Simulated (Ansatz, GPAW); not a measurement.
**How MoS3 (model structure) absorbs and reflects light**

Aim: the dielectric function of MoS3 (model structure), and the optical constants that follow from it. The structure is a model built here, which may or may not match a known phase. It was built so: All O replaced by S and W replaced by Mo in the Pm-3m structure of WO3. The cell is first relaxed with Ansatz.

Method: DFT, PBE, plane-wave PAW (GPAW data sets), scalar-relativistic, RPA, optical limit, in GPAW 26.7.0.

## Step 1: The starting structure

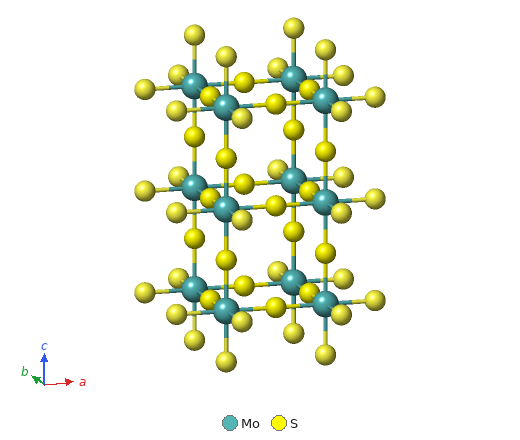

The starting structure, seen slightly off an axis (molybdenum teal, sulfur yellow). 1×1×2 cells are drawn. Some periodic images of atoms are drawn too.

Coordinates:

```cif
data_structure
_symmetry_space_group_name_H-M 'Pm-3m'
_symmetry_Int_Tables_number 221
_cell_length_a 4.8434
_cell_length_b 4.8434
_cell_length_c 4.8434
_cell_angle_alpha 90.000
_cell_angle_beta 90.000
_cell_angle_gamma 90.000
_cell_volume 113.62
loop_
_atom_site_label
_atom_site_type_symbol
_atom_site_symmetry_multiplicity
_atom_site_Wyckoff_symbol
_atom_site_fract_x
_atom_site_fract_y
_atom_site_fract_z
_atom_site_occupancy
Mo1 Mo 1 a 0.00000 0.00000 0.00000 1
S1 S 3 d 0.50000 0.00000 0.00000 1
```

## Step 2: Relaxation

The structure was built or cut out here, so it is relaxed before any spectrum is computed.

This step: DFT, PBE, plane-wave PAW, default files, scalar-relativistic, relaxation (Ansatz 0.2.0).

Input file input.yaml:

```yaml
crystal:
  lattice:
    - [4.84339554, 0.0, 0.0]
    - [0.0, 4.84339554, 0.0]
    - [0.0, 0.0, 4.84339554]
  atoms:
    - { symbol: Mo, position: [0.0, 0.0, 0.0] }
    - { symbol: S, position: [0.5, 0.0, 0.0] }
    - { symbol: S, position: [0.0, 0.5, 0.0] }
    - { symbol: S, position: [0.0, 0.0, 0.5] }
kpoints:
  mp_grid: { grid: [5, 5, 5] }
scf:
  occupations: { method: fermi_dirac, width: 0.05 }
hamiltonian:
  xc: pbe
output:
  forces: true
  stress: true
relax:
  f_tol: 0.02
  max_steps: 50
  cell: {}
```

Started as:

```bash
ansatz run input.yaml --threads 1 --pin off --max-ram 4096MiB --backend cpu --events-out ev --progress --plain --runs-dir out
```

Numbers of over 12 decimals in the logs are rounded to 6 here.

Log:

```text
Engine: ansatz 0.2.0, aarch64-unknown-linux-gnu
Pseudopotentials: kind: paw
Pseudopotential: Mo, paw, valence charge 14, recommended cutoff 420 eV (normal), Mo.paw.azcp
Pseudopotential: S, paw, valence charge 6, recommended cutoff 420 eV (normal), S.paw.azcp
Functional definition: PBE
  parameter kappa = 0.804
  parameter beta = 0.066725
  exchange = pbe_x(kappa = kappa, mu = beta*pi^2/3)
  correlation = pbe_c(beta = beta)
Crystal: 4 atoms, lattice volume = 113.619 Å³
Basis set: ecut = 420 eV, 2205 PW (Γ), exchange–correlation on 72×72×72 points (8 copies of the dense FFT grid, shifted against one another)
Bands: 20, of which v1, the nominal top of the filled ones, is band 16 counted from 1 (15 counted from 0)
Symmetry: 48 space group operations
Space group: Pm-3m (ITA 221), of the structure as read, at distance tolerance 4.8e-5 Å
k-points: 10 of 125
Non-local potential: Mo, projectors of the file, l = 0: 3, l = 1: 2, l = 2: 2, l = 3: 1
Non-local potential: S, projectors of the file, l = 0: 2, l = 1: 2, l = 2: 2
PAW form: soft (Blöchl's): semilocal exchange-correlation on the pseudo side does not see the compensation charge
PAW one-centre angular grid: Mo, 590 points (default); XC on 64 Gauss nodes
PAW one-centre angular grid: S, 110 points (default); XC on 64 Gauss nodes
Initial density: superposition of atomic densities (neutral atoms: chi_scale 0, normalization atom), corrected by the library's trained network
Initial wavefunctions: pseudopotential atomic-orbital guess
Functional: x = pbe(κ = 0.804, μ = 0.219515), c = pbe(β = 0.066725)
SCF iter   1: F=—  HF=-7661.887073 eV  |F-HF|=—  |Δ(HF+E_count)|=         —  Δρ=2.69e-3  dr2=1.61e-2  ethr=1.77e-3  ⟨swp⟩=6.2  Hψ=2185  notcnv=0
automatic band count: the SCF goes on with 24 bands, as 20 were too few: the levels above may hold too much charge
preconditioner: auto → LDOS  [metal: Δε(μ)=0.049 eV  Ē_g=8.919 eV  σ=0.050 eV  W_gap=0.23  n_scr=18 (ndim 8)  ℏωp=17.1 eV  f_vac=0.181  D(μ)=7.76/eV (n_scr^D=80)  β→1.0]
SCF iter   2: F=—  HF=-7661.889879 eV  |F-HF|=—  |Δ(HF+E_count)|=   2.81e-3  Δρ=5.51e-4  dr2=2.07e-4  ethr=5.03e-5  ⟨swp⟩=2.6  Hψ=510  notcnv=0  defer=4
SCF iter   3: F=—  HF=-7661.890036 eV  |F-HF|=—  |Δ(HF+E_count)|=   1.57e-4  Δρ=1.56e-4  dr2=5.35e-5  ethr=6.46e-7  ⟨swp⟩=2.0  Hψ=463  notcnv=0  defer=4
SCF iter   4: F=—  HF=-7661.890243 eV  |F-HF|=—  |Δ(HF+E_count)|=   2.07e-4  Δρ=3.64e-5  dr2=3.61e-6  ethr=1.67e-7  ⟨swp⟩=1.5  Hψ=255  notcnv=0  defer=4
SCF iter   5: F=—  HF=-7661.890242 eV  |F-HF|=—  |Δ(HF+E_count)|=   9.47e-7  Δρ=1.21e-5  dr2=2.41e-7  ethr=1.13e-8  ⟨swp⟩=2.6  Hψ=365  notcnv=0  defer=4
SCF iter   6: F=-7661.890242 eV  HF=-7661.890242 eV  |F-HF|=8.50e-9  |Δ(HF+E_count)|=   4.79e-9  Δρ=2.46e-6  dr2=1.19e-8  ethr=3.13e-10  ⟨swp⟩=4.0  Hψ=783  notcnv=0
SCF 1 converged in 6 iterations: F = -7661.890242 eV  dr2 = 1.19e-8
  greatest PAW one-centre occupation: 0.998 electrons in one spin orbital (limit 2), on the Mo atom at site 0 (counted from 0), in its partial waves of l = 0
relax step   1: F+E_penalty+E_count = -7661.89024181 eV  Δ(F+E_penalty+E_count) = +0.000e0 eV  max|allowed force component| = 6.442e-30 eV/Å  Δτ_max = 0.0000 Å  P = -6.702 GPa  Ω = 113.619 Å³  (6 SCF iters, dr2 threshold 1.00e-7 eV, accepted)
Crystal: 4 atoms, lattice volume = 100.757 Å³
Basis set: ecut = 420 eV, 1935 PW (Γ), exchange–correlation on 72×72×72 points (8 copies of the dense FFT grid, shifted against one another)
Bands: 24, of which v1, the nominal top of the filled ones, is band 16 counted from 1 (15 counted from 0)
Initial density: handed on by an earlier stage of this run
Initial wavefunctions: those handed on with the density
iter 1 solved again at ethr=1.52e-4 eV; its pass at ethr=3.10e-3 eV (dr2=4.85e-2 eV) is discarded
SCF iter   1: F=—  HF=-7662.139969 eV  |F-HF|=—  |Δ(HF+E_count)|=         —  Δρ=6.13e-3  dr2=4.93e-2  ethr=1.52e-4  ⟨swp⟩=1.5  Hψ=1358  notcnv=0
preconditioner: auto → LDOS  [metal: Δε(μ)=0.029 eV  Ē_g=9.546 eV  σ=0.050 eV  W_gap=0.14  n_scr=18 (ndim 8)  ℏωp=18.1 eV  f_vac=0.137  D(μ)=8.73/eV (n_scr^D=92)  β→1.0]
SCF iter   2: F=—  HF=-7662.124084 eV  |F-HF|=—  |Δ(HF+E_count)|=   1.59e-2  Δρ=2.20e-3  dr2=3.00e-3  ethr=1.52e-4  ⟨swp⟩=2.2  Hψ=439  notcnv=0
SCF iter   3: F=—  HF=-7662.124798 eV  |F-HF|=—  |Δ(HF+E_count)|=   7.14e-4  Δρ=6.66e-4  dr2=7.30e-4  ethr=9.36e-6  ⟨swp⟩=2.7  Hψ=399  notcnv=0
SCF iter   4: F=—  HF=-7662.124753 eV  |F-HF|=—  |Δ(HF+E_count)|=   4.42e-5  Δρ=2.07e-4  dr2=5.27e-5  ethr=2.28e-6  ⟨swp⟩=2.0  Hψ=365  notcnv=0
SCF iter   5: F=—  HF=-7662.124792 eV  |F-HF|=—  |Δ(HF+E_count)|=   3.89e-5  Δρ=6.32e-5  dr2=6.20e-6  ethr=1.65e-7  ⟨swp⟩=2.3  Hψ=378  notcnv=0
SCF iter   6: F=-7662.124792 eV  HF=-7662.124792 eV  |F-HF|=2.73e-7  |Δ(HF+E_count)|=   3.82e-7  Δρ=1.25e-5  dr2=3.05e-7  ethr=1.25e-9  ⟨swp⟩=3.5  Hψ=857  notcnv=0
SCF 2 converged in 6 iterations: F = -7662.124792 eV  dr2 = 3.05e-7
relax step   2: F+E_penalty+E_count = -7662.12479162 eV  Δ(F+E_penalty+E_count) = -2.345e-1 eV  max|allowed force component| = 9.286e-31 eV/Å  Δτ_max = 0.0000 Å  P = +1.866 GPa  Ω = 100.757 Å³  energy of the carried Pulay correction = +6.388e-4 eV  (6 SCF iters, dr2 threshold 4.00e-7 eV, accepted)
Crystal: 4 atoms, lattice volume = 103.303 Å³
Basis set: ecut = 420 eV, 2007 PW (Γ), exchange–correlation on 72×72×72 points (8 copies of the dense FFT grid, shifted against one another)
iter 1 solved again at ethr=1.39e-5 eV; its pass at ethr=3.10e-3 eV (dr2=4.45e-3 eV) is discarded
SCF iter   1: F=—  HF=-7662.137339 eV  |F-HF|=—  |Δ(HF+E_count)|=         —  Δρ=1.50e-3  dr2=4.00e-3  ethr=1.39e-5  ⟨swp⟩=1.6  Hψ=1290  notcnv=0
preconditioner: auto → LDOS  [metal: Δε(μ)=0.009 eV  Ē_g=9.383 eV  σ=0.050 eV  W_gap=0.05  n_scr=18 (ndim 8)  ℏωp=17.9 eV  f_vac=0.160  D(μ)=8.10/eV (n_scr^D=80)  β→1.0]
SCF iter   2: F=—  HF=-7662.136342 eV  |F-HF|=—  |Δ(HF+E_count)|=   9.98e-4  Δρ=4.87e-4  dr2=1.52e-4  ethr=1.25e-5  ⟨swp⟩=2.6  Hψ=380  notcnv=0
SCF iter   3: F=—  HF=-7662.136442 eV  |F-HF|=—  |Δ(HF+E_count)|=   9.99e-5  Δρ=1.22e-4  dr2=2.71e-5  ethr=4.74e-7  ⟨swp⟩=2.1  Hψ=367  notcnv=0
SCF iter   4: F=—  HF=-7662.136439 eV  |F-HF|=—  |Δ(HF+E_count)|=   2.70e-6  Δρ=4.49e-5  dr2=2.60e-6  ethr=8.46e-8  ⟨swp⟩=2.7  Hψ=387  notcnv=0
SCF iter   5: F=-7662.136439 eV  HF=-7662.136439 eV  |F-HF|=2.58e-7  |Δ(HF+E_count)|=   2.81e-7  Δρ=1.41e-5  dr2=3.17e-7  ethr=1.25e-9  ⟨swp⟩=4.9  Hψ=841  notcnv=0
SCF 3 converged in 5 iterations: F = -7662.136439 eV  dr2 = 3.17e-7
relax step   3: F+E_penalty+E_count = -7662.13643897 eV  Δ(F+E_penalty+E_count) = -1.165e-2 eV  max|allowed force component| = 2.593e-31 eV/Å  Δτ_max = 0.0000 Å  P = -0.334 GPa  Ω = 103.303 Å³  energy of the carried Pulay correction = +5.063e-4 eV  (5 SCF iters, dr2 threshold 4.00e-7 eV, accepted)
[...]
relax step   4: F+E_penalty+E_count = -7662.13688591 eV  Δ(F+E_penalty+E_count) = -4.469e-4 eV  max|allowed force component| = 2.907e-31 eV/Å  Δτ_max = 0.0000 Å  P = -0.012 GPa  Ω = 102.909 Å³  energy of the carried Pulay correction = +5.266e-4 eV  (4 SCF iters, dr2 threshold 2.79e-7 eV, accepted)
Basis set: ecut = 420 eV, 2007 PW (Γ), exchange–correlation on 64×64×64 points (8 copies of the dense FFT grid, shifted against one another)
Initial wavefunctions: pseudopotential atomic-orbital guess (no wavefunctions were taken with the density)
iter 1 solved again at ethr=5.21e-7 eV; its pass at ethr=3.10e-3 eV (dr2=1.67e-4 eV) is discarded
SCF iter   1: F=—  HF=-7662.135885 eV  |F-HF|=—  |Δ(HF+E_count)|=         —  Δρ=9.55e-5  dr2=1.38e-6  ethr=5.21e-7  ⟨swp⟩=3.1  Hψ=1866  notcnv=0
preconditioner: auto → LDOS  [metal: Δε(μ)=0.035 eV  Ē_g=9.409 eV  σ=0.050 eV  W_gap=0.17  n_scr=18 (ndim 8)  ℏωp=17.9 eV  f_vac=0.157  D(μ)=8.30/eV (n_scr^D=92)  β→1.0]
SCF iter   2: F=—  HF=-7662.136288 eV  |F-HF|=—  |Δ(HF+E_count)|=   4.03e-4  Δρ=1.46e-5  dr2=1.38e-7  ethr=4.30e-9  ⟨swp⟩=2.1  Hψ=407  notcnv=0
SCF iter   3: F=—  HF=-7662.136288 eV  |F-HF|=—  |Δ(HF+E_count)|=   3.12e-8  Δρ=3.26e-6  dr2=1.37e-8  ethr=4.33e-10  ⟨swp⟩=2.0  Hψ=374  notcnv=0
SCF iter   4: F=—  HF=-7662.136288 eV  |F-HF|=—  |Δ(HF+E_count)|=  1.01e-10  Δρ=6.21e-7  dr2=5.73e-10  ethr=4.28e-11  ⟨swp⟩=2.3  Hψ=391  notcnv=0
SCF iter   5: F=—  HF=-7662.136288 eV  |F-HF|=—  |Δ(HF+E_count)|=  5.82e-11  Δρ=1.86e-7  dr2=4.25e-11  ethr=1.79e-12  ⟨swp⟩=2.8  Hψ=396  notcnv=0
SCF iter   6: F=-7662.136288 eV  HF=-7662.136288 eV  |F-HF|=1.82e-12  |Δ(HF+E_count)|=  2.27e-11  Δρ=5.42e-8  dr2=5.26e-12  ethr=1.00e-12  ⟨swp⟩=4.0  Hψ=738  notcnv=0
SCF 5 converged in 6 iterations: F = -7662.136288 eV  dr2 = 5.26e-12
relax step   5: F+E_penalty+E_count = -7662.13628828 eV  Δ(F+E_penalty+E_count) = +5.976e-4 eV  max|allowed force component| = 1.952e-30 eV/Å  Δτ_max = 0.0000 Å  P = -0.009 GPa  Ω = 102.909 Å³  stress off target by 9.38e-3 GPa  SCF on the basis re-selected at this cell (its energy is not comparable with the rows above)  (6 SCF iters)
basis re-selected at this cell: Δ(F+E_penalty+E_count) = +5.976e-4 eV, ΔP = +0.003 GPa vs the last step (what re-selecting the basis moved, of the pressure what is left beyond the Pulay correction that the steps carried, after the strain that the cell walked since its last selection, with what the two solves' SCF thresholds leave and, on support functions, any second-order correction that the steps lacked; it is no measure of the basis error at this ecutwfc). The dense FFT grid was sized anew with the basis: this SCF ran on 32×32×32 points, the steps before it on 36×36×36, so part of this shift can come from that change (see relax.cell in the input reference). [rest of the remark cut]
SCF converged after 6 iterations
Free energy (F): -7662.136288 eV
Harris-Foulkes:  -7662.136288 eV  (|F-HF|=1.82e-12)
Internal energy: -7662.072574 eV  (E = F + TS)
E sigma→0 (E₀):  -7662.104431 eV
Entropy (-TS):   -0.063714 eV (-15.929 meV/atom)
Fermi energy:    5.096784 eV
--- Per-component energies (eV) ---
  E_band       = -311.928312
  E_kinetic    = 757.033899
  E_local      = -2508.817260  (includes V_loc(G=0)·N_el)
  E_nonlocal   = 226.426588
  E_hartree    = 928.902548
  E_xc         = -471.607342
  E_vxc        = -486.897204  (∫ρ·V_xc dr)
  E_paw        = -5001.204744  (= ΣΔE_a)
  E_vpaw       = -157.479544  (= ΣTr[D̂ρ^β])
  E_aug_tail   = 0.000043  (compensation charges beyond the density's cutoff)
  E_ewald      = -1592.806306
  E_smearing   = -0.063714  (= −TS)
  E_closure    = 0.000000  (closes the sum)
  Σ components = -7662.136288   (vs F -7662.136288, Δ=0.00e0)
--- Forces (eV/Å), atoms counted from 1 ---
  atom   1  Mo    -0.00000000    -0.00000000    -0.00000000
  atom   2  S     -0.00000000    -0.00000000    -0.00000000
  atom   3  S     -0.00000000    -0.00000000     0.00000000
  atom   4  S     -0.00000000    -0.00000000    -0.00000000
  max |Σ_I F_I| component: 3.24e-30 eV/Å
--- Stress (GPa, compression-positive) ---
       -0.009379      -0.000000      -0.000000
       -0.000000      -0.009379       0.000000
       -0.000000       0.000000      -0.009379
  P = ⅓ Tr σ = -0.0094 GPa (-0.094 kbar)
--- Relaxed structure (4 steps of the walk, 4 accepted, 1 SCFs on fresh bases) ---
  F+E_penalty+E_count = -7662.13628828 eV   max|allowed force component| = 1.952e-30 eV/Å   (the final SCF, on the basis selected at the relaxed cell)
  cell:  # Å, volume = 102.9087 Å³
    - [4.686163, 0, 0]
    - [0, 4.686163, 0.0]
    - [0, 0.0, 4.686163]
  atoms:
    - { symbol: Mo, position: [0, 0, 0] }
    - { symbol: S, position: [0.5, 0, 0] }
    - { symbol: S, position: [0, 0.5, 0] }
    - { symbol: S, position: [0, 0, 0.5] }
```

The job ended after 8.8 s (1 thread of Arm Neoverse V1, shared host; peak memory 0.34 GiB).

Relaxation path:

| step | energy less that of the first step (eV) | largest force component (eV/Å) | pressure (GPa) | volume (Å³) |
| --- | --- | --- | --- | --- |
| 1 | 0.0000 | 0.0000 | -6.70 | 113.62 |
| 2 | -0.2345 | 0.0000 | 1.87 | 100.76 |
| 3 | -0.2462 | 0.0000 | -0.33 | 103.30 |
| 4 | -0.2466 | 0.0000 | -0.01 | 102.91 |
| 5* | -0.2460 | 0.0000 | -0.01 | 102.91 |

Relaxation steps marked * repeat the geometry before them on a plane-wave basis chosen anew for their cell, so energy and pressure can jump there.

Forces are held to the 48 operations that the run works with; a distortion that breaks them can't arise in this run.

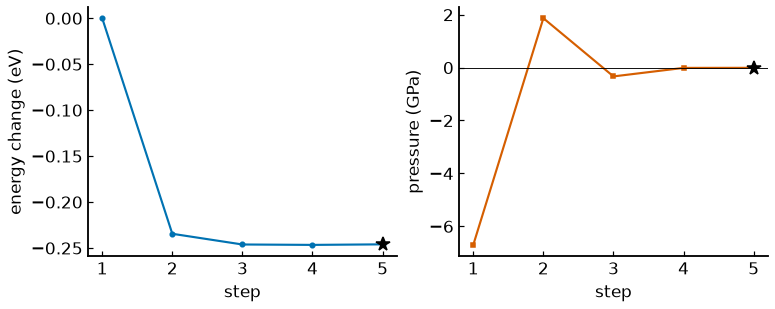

Energy and pressure along the relaxation. Stars mark steps on a basis chosen anew.

| conventional cell, symmetrised | before | after | change |
| --- | --- | --- | --- |
| a (Å) | 4.843 | 4.686 | -3.2 % |
| b (Å) | 4.843 | 4.686 | -3.2 % |
| c (Å) | 4.843 | 4.686 | -3.2 % |
| volume (Å³/atom) | 28.40 | 25.73 | -9.4 % |

The relaxed structure:

```
Mo S
1.0
     4.68616    0.00000    0.00000
     0.00000    4.68616    0.00000
     0.00000    0.00000    4.68616
Mo S
1 3
Direct
  0.00000 0.00000 0.00000
  0.50000 0.00000 0.00000
  0.00000 0.50000 0.00000
  0.00000 0.00000 0.50000
```

The relaxation ends with a pressure of -0.01 GPa.

(Part 1 of 3 ends here.)

[Machine, clock and banner lines and Python warnings are left out of the logs.]

[Logs are printed without paths, hosts, clocks, repeated set-up lines and the standing remarks that a program may print on its own settings, such as how far it seeks lower states.]

[Hosts, paths, dates, database ids (printed as entryN), source tags and the programs' standing remarks are cut or masked in the printed files.]
